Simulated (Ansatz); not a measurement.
Consider GaS in the beta-GaS type structure (space group P6_3/mmc, No. 194; a = 3.534 Å, c = 15.039 Å; layered, stacked along the Cartesian z axis).

The same geometry is solved again with PBEsol+SOC.

Levels (all Ansatz, an electronic-structure program, PAW): PBEsol+SOC (420 eV, with spin-orbit coupling); PBEsol-D3(BJ) (420 eV, spin-orbit coupling left out).

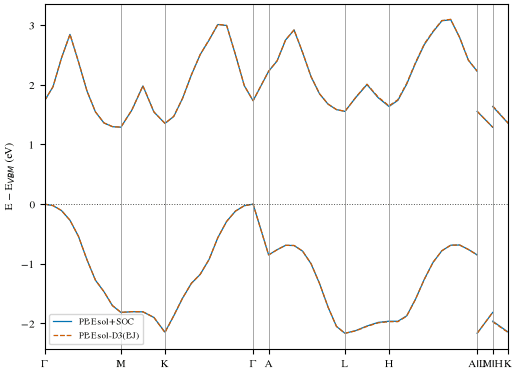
Figure. Highest valence and lowest conduction band along the path, each from its own valence-band maximum

The gap is 1.29 eV, indirect, Γ → M; the base has 1.29 eV.

Single points use the geometry relaxed with PBEsol-D3(BJ). The spin-orbit shifts are approximate. No phonon test of stability was made.
